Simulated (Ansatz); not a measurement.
# C4H10S2: rotation by 120° about the C2–C3 bond, part 2 of 2

Aim: the minimum-energy path and barrier of the rotation by 120° about the C2–C3 bond. The ends are relaxed first, then joined by a nudged elastic band. SMILES of the start: CCCSSC.

Ansatz 0.2.0; RKS r2SCAN/6-31G.

**5. The band, image by image**

Images 0 and 8 are the ends. Energies count from image 0; the path length is the program's own measure over all atoms.

```tsv
image	path (Å)	energy (eV)	dihedral C1–C2–C3–S4 (°)	band force (eV/Å)
0	0.000	0.0000	-180	-
1	0.802	0.0155	-169	0.025
2	1.605	0.0615	-155	0.035
3	2.407	0.1241	-138	0.019
4*	3.209	0.1555	-120	0.013
5	3.938	0.1258	-103	0.014
6	4.666	0.0613	-87	0.024
7	5.395	0.0114	-73	0.015
8	6.124	-0.0015	-64	-
```

The star marks the climbing image.

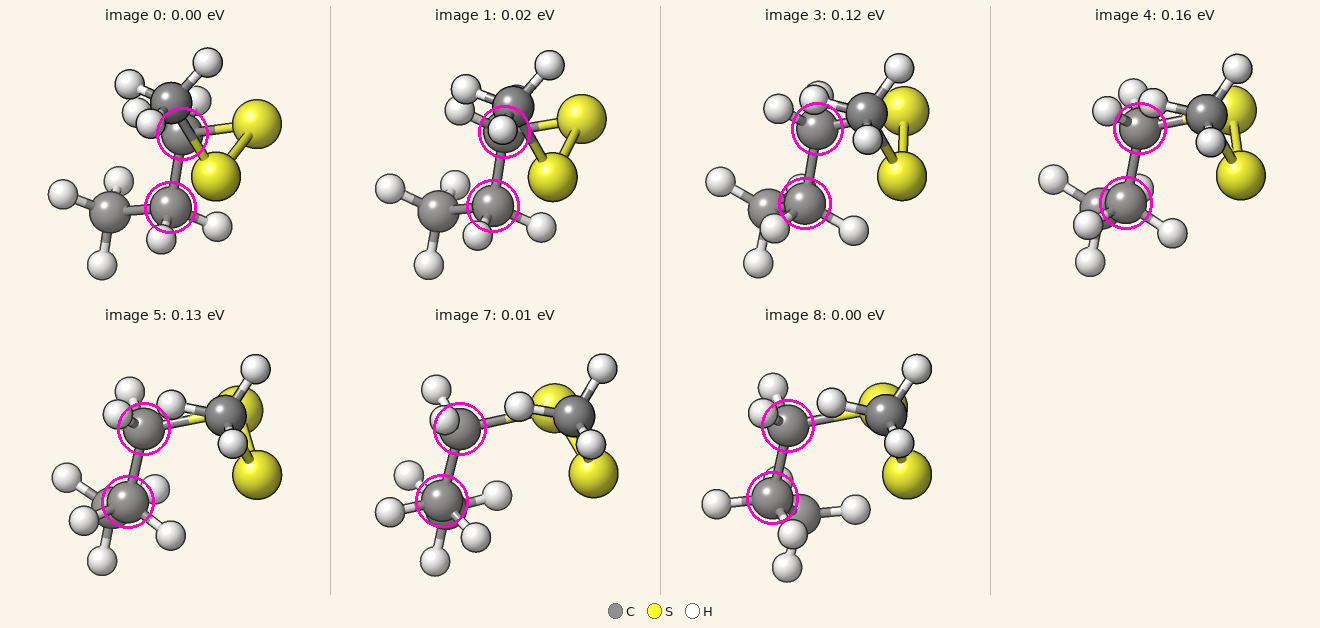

The images of the last band, seen from a free direction. Ringed: C2, C3. Sticks join atoms closer than a bonding distance in each image.

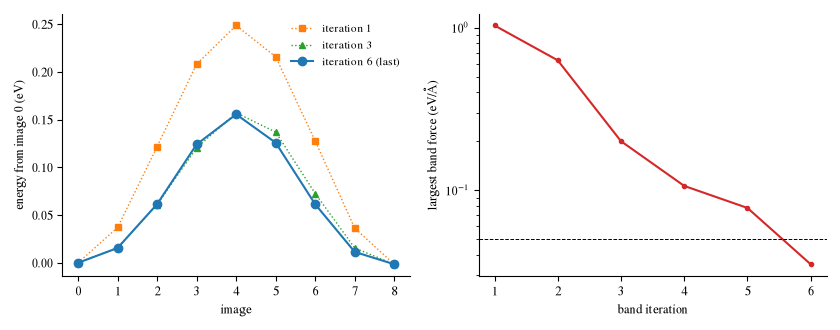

Left: energy of each image for early iterations and the last one (lines only join the points; early values far above the last band run off the scale). Right: the largest band force by iteration, with the threshold dashed.

The top of the band by iteration:

```tsv
iteration	highest image above image 0 (eV)	largest band force (eV/Å)
1	0.2486	1.031
2	0.1698	0.629
3	0.1571	0.200
4	0.1558	0.106
5	0.1556	0.078
6	0.1555	0.035
```

The band as a trajectory file:

```xyz
16
image=0 dE=0.0000
C    -0.192   -2.517   -0.753
C     0.101   -1.512    0.371
C     0.931   -0.340   -0.141
S     1.340    0.944    1.203
S    -0.684    1.819    1.572
C    -0.700    3.187    0.270
H    -0.790   -3.356   -0.379
H    -0.752   -2.043   -1.571
H     0.737   -2.925   -1.172
H     0.637   -2.004    1.193
H    -0.842   -1.128    0.786
H     1.923   -0.664   -0.485
H     0.434    0.185   -0.966
H     0.129    3.873    0.449
H    -0.641    2.757   -0.732
H    -1.655    3.705    0.400
16
image=1 dE=0.0155
C    -0.147   -2.601   -0.813
C     0.017   -1.494    0.240
C     0.873   -0.348   -0.293
S     1.391    0.903    1.042
S    -0.575    1.765    1.665
C    -0.664    3.270    0.528
H    -0.802   -3.398   -0.441
H    -0.585   -2.211   -1.741
H     0.823   -3.050   -1.061
H     0.486   -1.903    1.145
H    -0.965   -1.101    0.537
H     1.843   -0.711   -0.661
H     0.375    0.195   -1.104
H     0.229    3.882    0.666
H    -0.768    2.957   -0.512
H    -1.552    3.824    0.847
16
image=2 dE=0.0615
C    -0.105   -2.658   -0.845
C    -0.099   -1.447    0.101
C     0.782   -0.321   -0.443
S     1.455    0.856    0.889
S    -0.411    1.701    1.783
C    -0.584    3.282    0.767
H    -0.788   -3.435   -0.481
H    -0.420   -2.379   -1.859
H     0.899   -3.096   -0.911
H     0.274   -1.753    1.087
H    -1.119   -1.069    0.251
H     1.711   -0.719   -0.876
H     0.271    0.273   -1.209
H     0.336    3.865    0.842
H    -0.811    3.044   -0.273
H    -1.415    3.831    1.220
16
image=3 dE=0.1241
C    -0.063   -2.681   -0.853
C    -0.234   -1.393   -0.034
C     0.660   -0.262   -0.565
S     1.520    0.770    0.783
S    -0.220    1.618    1.899
C    -0.461    3.238    0.959
H    -0.738   -3.467   -0.494
H    -0.274   -2.515   -1.918
H     0.966   -3.054   -0.766
H     0.017   -1.596    1.015
H    -1.282   -1.067   -0.047
H     1.522   -0.661   -1.118
H     0.120    0.425   -1.226
H     0.466    3.812    0.981
H    -0.772    3.037   -0.068
H    -1.250    3.773    1.494
16
image=4 dE=0.1555
C    -0.026   -2.675   -0.842
C    -0.368   -1.342   -0.162
C     0.529   -0.191   -0.656
S     1.574    0.644    0.700
S    -0.031    1.515    1.990
C    -0.317    3.160    1.108
H    -0.682   -3.478   -0.487
H    -0.140   -2.604   -1.932
H     1.011   -2.964   -0.627
H    -0.267   -1.449    0.926
H    -1.420   -1.086   -0.349
H     1.302   -0.551   -1.349
H    -0.037    0.597   -1.162
H     0.611    3.732    1.090
H    -0.689    2.988    0.096
H    -1.074    3.683    1.700
16
image=5 dE=0.1258
C    -0.007   -2.650   -0.823
C    -0.488   -1.298   -0.280
C     0.406   -0.130   -0.727
S     1.603    0.508    0.611
S     0.130    1.398    2.043
C    -0.167    3.078    1.231
H    -0.646   -3.467   -0.469
H    -0.031   -2.657   -1.921
H     1.021   -2.860   -0.502
H    -0.532   -1.327    0.816
H    -1.515   -1.108   -0.623
H     1.086   -0.423   -1.538
H    -0.172    0.735   -1.067
H     0.768    3.638    1.189
H    -0.590    2.949    0.232
H    -0.889    3.591    1.874
16
image=6 dE=0.0613
C    -0.003   -2.610   -0.786
C    -0.604   -1.255   -0.398
C     0.281   -0.074   -0.804
S     1.603    0.388    0.490
S     0.274    1.267    2.063
C    -0.006    2.992    1.346
H    -0.634   -3.436   -0.438
H     0.087   -2.693   -1.877
H     0.995   -2.738   -0.349
H    -0.792   -1.211    0.683
H    -1.584   -1.134   -0.885
H     0.875   -0.298   -1.700
H    -0.297    0.836   -0.995
H     0.943    3.524    1.278
H    -0.486    2.923    0.367
H    -0.677    3.496    2.049
16
image=7 dE=0.0114
C    -0.021   -2.568   -0.727
C    -0.712   -1.218   -0.513
C     0.160   -0.029   -0.904
S     1.579    0.320    0.321
S     0.400    1.131    2.041
C     0.164    2.915    1.467
H    -0.660   -3.395   -0.397
H     0.208   -2.723   -1.791
H     0.919   -2.617   -0.165
H    -1.021   -1.104    0.536
H    -1.633   -1.172   -1.116
H     0.685   -0.202   -1.854
H    -0.416    0.899   -0.992
H     1.135    3.401    1.365
H    -0.384    2.939    0.523
H    -0.426    3.401    2.249
16
image=8 dE=-0.0015
C     0.189   -2.591   -0.292
C    -0.606   -1.311   -0.570
C     0.261   -0.134   -1.005
S     1.485    0.466    0.330
S     0.071    1.285    1.856
C    -0.130    3.052    1.220
H    -0.477   -3.406    0.014
H     0.736   -2.916   -1.187
H     0.919   -2.426    0.510
H    -1.183   -1.020    0.320
H    -1.338   -1.494   -1.373
H     0.926   -0.405   -1.837
H    -0.340    0.731   -1.307
H     0.846    3.539    1.178
H    -0.608    3.051    0.239
H    -0.773    3.554    1.949
```

**6. Vibrations at the top**

The geometry is the highest inner image of the first converged band.

input.yaml

```yaml
crystal:
  periodic: [false, false, false]
  atoms:
    - { symbol: C, position_ang: [-0.025939, -2.674999, -0.842498] }
    - { symbol: C, position_ang: [-0.368183, -1.341983, -0.161861] }
    - { symbol: C, position_ang: [0.529143, -0.191336, -0.655625] }
    - { symbol: S, position_ang: [1.574109, 0.643861, 0.699644] }
    - { symbol: S, position_ang: [-0.030957, 1.514825, 1.989902] }
    - { symbol: C, position_ang: [-0.317139, 3.159892, 1.107801] }
    - { symbol: H, position_ang: [-0.681581, -3.478416, -0.486598] }
    - { symbol: H, position_ang: [-0.140086, -2.604317, -1.932162] }
    - { symbol: H, position_ang: [1.010931, -2.964173, -0.627117] }
    - { symbol: H, position_ang: [-0.266588, -1.448705, 0.925562] }
    - { symbol: H, position_ang: [-1.420022, -1.086142, -0.348565] }
    - { symbol: H, position_ang: [1.302105, -0.551125, -1.348797] }
    - { symbol: H, position_ang: [-0.036757, 0.597121, -1.161702] }
    - { symbol: H, position_ang: [0.61144, 3.73201, 1.090127] }
    - { symbol: H, position_ang: [-0.689459, 2.988243, 0.095899] }
    - { symbol: H, position_ang: [-1.073917, 3.682644, 1.700388] }
basis:
  gaussian: { orbitals: "6-31G" }
hamiltonian:
  xc: r2scan
phonons: {}
```

Run with:

```bash
$ ansatz run input.yaml --threads 2 --pin off --max-ram 3072MiB --backend cpu --events-out ev --progress --plain --runs-dir out
```

What it wrote (excerpt; [...] marks lines left out):

```text
Warning: RAYON_NUM_THREADS=2 ignored (pool sized by the plan → 2); use --threads N
[...]
Functional definition: r2SCAN
[...]
1197 factors; integrals over basis functions are off by at most 1.5e-4 eV
[...]
mean field -25974.43060158 eV, -954.5427185068 hartree, gradient 1.2e-5 eV, S^2 0.000000; 0 other end points of the search recorded, 0 dependent functions left out
[...]
reference -25974.43061096 eV, -954.5427188515 hartree; 33, 33 occupied and 49, 49 virtual orbitals, 1197 factors
[...]
1197 factors; integrals over basis functions are off by at most 1.5e-4 eV
mean field -25974.43043277 eV, -954.5427123030 hartree, gradient 1.9e-6 eV, S^2 0.000000; 0 other end points of the search recorded, 0 dependent functions left out
[...]
reference -25974.43044215 eV, -954.5427126476 hartree; 33, 33 occupied and 49, 49 virtual orbitals, 1197 factors
[...]
1197 factors; integrals over basis functions are off by at most 1.5e-4 eV
[...]
WARN: phonons: modes at or below zero, which the zero-point energy, F, S and C_V leave out: 1, the lowest at -112.44 cm⁻¹. A minimum has none, and a first-order saddle one
[...]
Atom 5 at    -0.317139     3.159892     1.107801 Å, force    -0.002174    -0.000020     0.005660 eV/Å
Atom 6 at    -0.681581    -3.478416    -0.486598 Å, force    -0.002157    -0.000133     0.001646 eV/Å
Atom 7 at    -0.140086    -2.604317    -1.932162 Å, force     0.001690    -0.002280     0.000216 eV/Å
Atom 8 at     1.010931    -2.964173    -0.627117 Å, force    -0.000292     0.000684    -0.001545 eV/Å
Atom 9 at    -0.266588    -1.448705     0.925562 Å, force    -0.003995    -0.002568     0.001795 eV/Å
Atom 10 at    -1.420022    -1.086142    -0.348565 Å, force    -0.000556    -0.002429     0.001616 eV/Å
Atom 11 at     1.302105    -0.551125    -1.348797 Å, force     0.000286    -0.000515    -0.003791 eV/Å
Atom 12 at    -0.036757     0.597121    -1.161702 Å, force    -0.000024     0.010298    -0.006102 eV/Å
Atom 13 at     0.611440     3.732010     1.090127 Å, force    -0.001625    -0.000267     0.000457 eV/Å
Atom 14 at    -0.689459     2.988243     0.095899 Å, force    -0.000319    -0.002212     0.000792 eV/Å
Atom 15 at    -1.073917     3.682644     1.700388 Å, force     0.000068     0.003235    -0.001866 eV/Å
Dipole moment:    -0.308110     0.103714    -0.461891 e Å
[...]
```

Wall time 5.3 min (2 threads of Arm Neoverse V1, shared host); peak memory 0.16 GiB.

Of 42 modes, 1 is imaginary by more than 30 cm⁻¹ (112i cm⁻¹).

**7. The band again, with other settings**

crystal.atoms is end A as relaxed above, and neb.final_atoms is end B, turned to lie on A. With 7 inner images the band has 9 in all.

input.yaml

```yaml
crystal:
  periodic: [false, false, false]
  atoms:
    - { symbol: C, position_ang: [-0.192172, -2.5172, -0.753454] }
    - { symbol: C, position_ang: [0.100722, -1.51164, 0.370931] }
    - { symbol: C, position_ang: [0.930897, -0.340456, -0.141015] }
    - { symbol: S, position_ang: [1.340014, 0.943573, 1.202505] }
    - { symbol: S, position_ang: [-0.68367, 1.818937, 1.571942] }
    - { symbol: C, position_ang: [-0.699801, 3.186617, 0.269818] }
    - { symbol: H, position_ang: [-0.790029, -3.356278, -0.378707] }
    - { symbol: H, position_ang: [-0.751555, -2.043474, -1.570701] }
    - { symbol: H, position_ang: [0.737009, -2.925362, -1.172314] }
    - { symbol: H, position_ang: [0.637339, -2.004176, 1.193127] }
    - { symbol: H, position_ang: [-0.841715, -1.128125, 0.786019] }
    - { symbol: H, position_ang: [1.923215, -0.663557, -0.48527] }
    - { symbol: H, position_ang: [0.43368, 0.184615, -0.965501] }
    - { symbol: H, position_ang: [0.129489, 3.872592, 0.449144] }
    - { symbol: H, position_ang: [-0.641376, 2.756508, -0.732053] }
    - { symbol: H, position_ang: [-1.654948, 3.704826, 0.399928] }
basis:
  gaussian: { orbitals: "6-31G" }
hamiltonian:
  xc: r2scan
neb:
  order_check: false
  images: 7
  f_tol: 0.05
  max_iterations: 3
  initial_path: idpp
  final_atoms:
    - { symbol: C, position_ang: [0.30554927, -2.5934168, 0.12301383] }
    - { symbol: C, position_ang: [-0.4244712, -1.40432506, -0.50927225] }
    - { symbol: C, position_ang: [0.49822227, -0.24950798, -0.88667679] }
    - { symbol: S, position_ang: [1.35258584, 0.58164562, 0.60309017] }
    - { symbol: S, position_ang: [-0.40294517, 1.51658297, 1.62395138] }
    - { symbol: C, position_ang: [-0.47916298, 3.17308663, 0.72058805] }
    - { symbol: H, position_ang: [-0.39848761, -3.39589928, 0.37229721] }
    - { symbol: H, position_ang: [1.05822156, -3.00340107, -0.56374778] }
    - { symbol: H, position_ang: [0.81694743, -2.28820803, 1.04329445] }
    - { symbol: H, position_ang: [-1.20435517, -1.03037881, 0.16969522] }
    - { symbol: H, position_ang: [-0.93791046, -1.72729279, -1.4298304] }
    - { symbol: H, position_ang: [1.34980895, -0.5906218, -1.4921099] }
    - { symbol: H, position_ang: [-0.02856255, 0.53674862, -1.43829367] }
    - { symbol: H, position_ang: [0.46743891, 3.70112347, 0.84353861] }
    - { symbol: H, position_ang: [-0.70695248, 3.02022138, -0.33605507] }
    - { symbol: H, position_ang: [-1.2888276, 3.73104293, 1.20091593] }
```

Run with:

```bash
$ ansatz run input.yaml --threads 2 --pin off --max-ram 3072MiB --backend cpu --events-out ev --progress --plain --runs-dir out
```

What it wrote:

```text
Warning: RAYON_NUM_THREADS=2 ignored (pool sized by the plan → 2); use --threads N
Engine: ansatz 0.2.0, aarch64-unknown-linux-gnu
[... 1 set-up line as earlier in the session ...]
  parameter k0 = 0.174
  parameter k1 = 0.065
  parameter a1 = 4.9479
  exchange = r2scan_x(k0 = k0, k1 = k1, a1 = a1)
  correlation = r2scan_c
1198 factors; integrals over basis functions are off by at most 1.5e-4 eV
mean field evaluation 1: about -25965.7939 eV, gradient 5.9e1 eV
mean field evaluation 2: about -25956.5025 eV, gradient 8.0e1 eV
mean field evaluation 4: about -25974.5711 eV, gradient 3.1e0 eV
mean field evaluation 8: about -25974.5861 eV, gradient 1.5e-1 eV
mean field evaluation 16: about -25974.5862 eV, gradient 1.8e-5 eV
mean field -25974.58618225 eV, -954.5484359910 hartree, gradient 1.8e-5 eV, S^2 0.000000; 0 other end points of the search recorded, 0 dependent functions left out
[... 4 lines left out ...]
mean field -25974.58772426 eV, -954.5484926585 hartree, gradient 1.3e-5 eV, S^2 0.000000; 0 other end points of the search recorded, 0 dependent functions left out
[... 2 lines left out ...]
NEB end point (image 0): max|allowed force component| = 9.704e-3 eV/Å (the criterion of neb.relax_end_points is 1.000e-2)
NEB end point (image 8): max|allowed force component| = 1.005e-2 eV/Å (the criterion of neb.relax_end_points is 1.000e-2)
[... 1 line left out ...]
mean field -25974.54914902 eV, -954.5470750449 hartree, gradient 2.0e-5 eV, S^2 0.000000; 0 other end points of the search recorded, 0 dependent functions left out
[... 3 lines left out ...]
mean field -25974.46444349 eV, -954.5439621740 hartree, gradient 4.1e-5 eV, S^2 0.000000; 0 other end points of the search recorded, 0 dependent functions left out
[... 4 lines left out ...]
mean field -25974.37799447 eV, -954.5407852311 hartree, gradient 4.2e-5 eV, S^2 0.000000; 0 other end points of the search recorded, 0 dependent functions left out
[... 3 lines left out ...]
mean field -25974.33753688 eV, -954.5392984421 hartree, gradient 2.3e-5 eV, S^2 0.000000; 0 other end points of the search recorded, 0 dependent functions left out
[... 4 lines left out ...]
mean field -25974.37042936 eV, -954.5405072185 hartree, gradient 2.0e-5 eV, S^2 0.000000; 0 other end points of the search recorded, 0 dependent functions left out
[... 3 lines left out ...]
mean field -25974.45855842 eV, -954.5437459015 hartree, gradient 1.4e-5 eV, S^2 0.000000; 0 other end points of the search recorded, 0 dependent functions left out
[... 4 lines left out ...]
mean field -25974.54989945 eV, -954.5471026227 hartree, gradient 1.3e-5 eV, S^2 0.000000; 0 other end points of the search recorded, 0 dependent functions left out
[... from here on, the SCF cycles and remarks between the steps are left out ...]
NEB iter   1: max|band force component| = 1.031e0 eV/Å  barrier→ = 0.2486 eV  barrier← = 0.2502 eV  Δτ_max = 0.1657 Å  (235 SCF iters)
NEB iter   2: max|band force component| = 6.293e-1 eV/Å  barrier→ = 0.1698 eV  barrier← = 0.1714 eV  Δτ_max = 0.0568 Å  (197 SCF iters)
NEB iter   3: max|band force component| = 2.001e-1 eV/Å  barrier→ = 0.1571 eV  barrier← = 0.1587 eV  CI = image 4  Δτ_max = 0.0478 Å  (198 SCF iters)
[...]
this run last wrote the band of iteration 3 to <dir>
Error: NEB band did not converge after 3 iterations: max|band force component| = 2.00e-1 eV/Å (threshold 5.0e-2); raise `neb.max_iterations` in a new run, which can start from the last band evaluated (`neb.initial_path`, with `crystal.atoms` and `neb.final_atoms` set to its first and last images), add images, or start from endpoints closer to local minima. Where this run's directory can be resumed (`checkpoint.write`), a resume goes on for up to `neb.max_iterations` more; to start a new run from the last band, take its images' positions from the `neb_iteration` event of iteration 3 (`data.images[].positions_ang`), in the event stream of the run that computed that iteration (not this run's, if it was resumed behind it). With `checkpoint.write`, `steps/00-neb/state/checkpoint.json` in the run directory holds the last saved band, under `neb.evaluated.images[].positions_ang` (a band under a hybrid functional on support functions is neither saved nor resumed: `neb.initial_path` says where its path is): check the last entry of `neb.iterations` there, which is earlier than 3 if that iteration was not saved or its write failed. If the band's step has no `state` directory and holds `state.next`, a write was cut short, and the file is under `state.next` instead (behind a loss of power it can be under `state.prev`)
this run wrote the band of iteration 3 to <dir> as well, whether or not its events were kept: a new run's `neb.initial_path` can list its `images[].positions_ang`
a run's events are kept only if it was started with --events-out <file>, and are in that file
```

It took 1.9 min on 2 threads of Arm Neoverse V1, shared host; peak memory 0.16 GiB.

**8. What the band shows**

The run ended unconverged after 3 band iterations. The table shows its last band, which is no minimum-energy path. The 7 inner images lie between the fixed ends 0 and 8. Energy is taken from image 0, and the path length is the program's own coordinate along the band.

```tsv
image	path (Å)	energy (eV)	dihedral C1–C2–C3–S4 (°)	band force (eV/Å)
0	0.000	0.0000	-180	-
1	0.750	0.0159	-168	0.072
2	1.500	0.0610	-155	0.123
3	2.251	0.1205	-139	0.177
4*	3.001	0.1571	-123	0.200
5	3.751	0.1369	-106	0.170
6	4.502	0.0726	-90	0.100
7	5.252	0.0155	-76	0.038
8	6.002	-0.0015	-64	-
```

The star marks the climbing image.

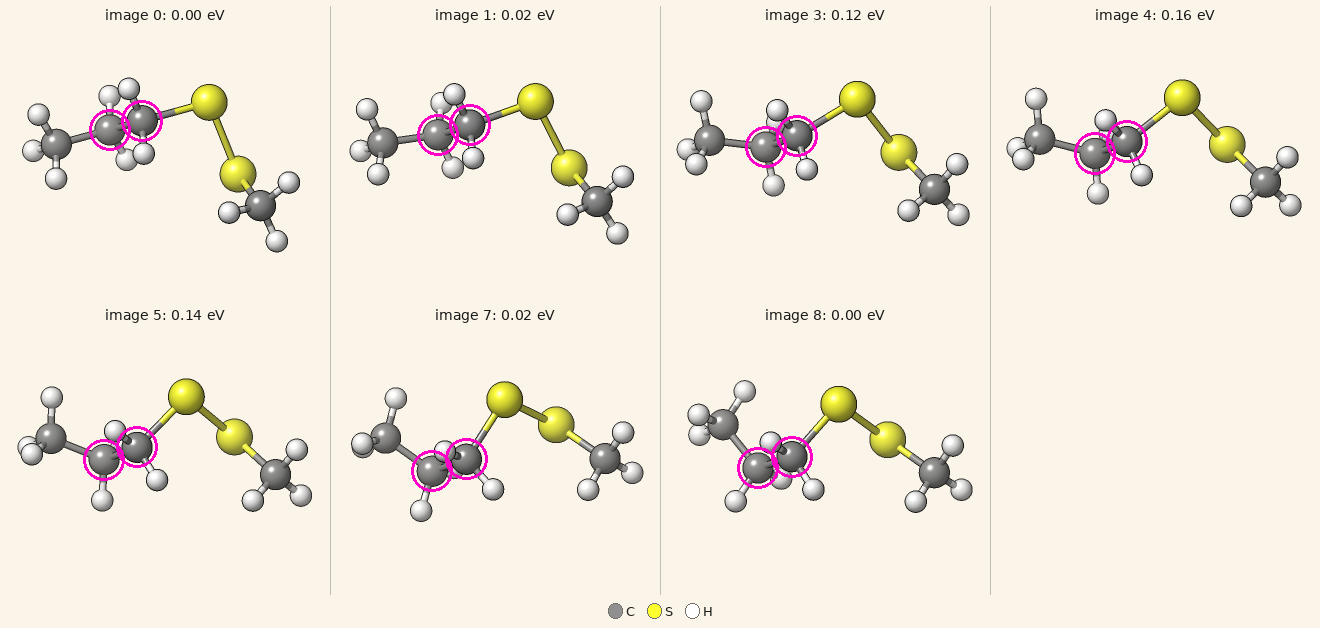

Snapshots along the band, viewed from a free direction. Ringed: C2, C3. Sticks join atoms closer than a bonding distance in each image.

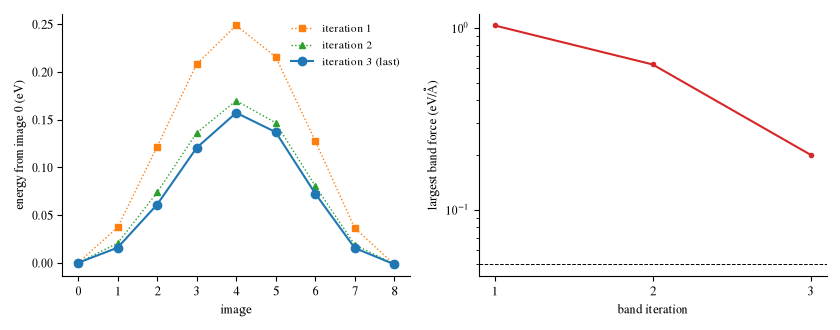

Left: energy of each image for early iterations and the last one (lines only join the points; early values far above the last band run off the scale). Right: the largest band force by iteration, with the threshold dashed.

**9. What came out**

The summary covers parts 1 to 2.

| quantity | value |
| --- | --- |
| end A | 6 moves, 0.428 eV lower |
| end B | 6 moves, 0.458 eV lower |
| first band: barrier forwards | 0.16 eV |
| first band: barrier backwards | 0.16 eV |
| first band: second end relative to first | -0.002 eV |
| first band: highest image | 4 of 0 to 8, climbing |
| first band: band iterations | 6 |
| imaginary modes at the top | 112i cm⁻¹ |
| second band | not converged, 3 iterations, 7 inner images |
| time, first and second band | 4.2 min and 1.9 min |

**Reading.** In the first band: the barrier from the first end is 0.16 eV, 6 times kT at 300 K, which at an assumed attempt frequency of 10^13 s⁻¹ means a rate near 10^10 s⁻¹. The two ends lie within 2 meV of each other. The listed dihedral goes from -180° at end A through -120° at the highest image to -64° at end B. One imaginary mode, as a first-order saddle point has. As for the second band: the cap on iterations is too low for the band to settle. These are electronic energies, with no zero-point or thermal terms. In so small a basis the energies are only a sketch.
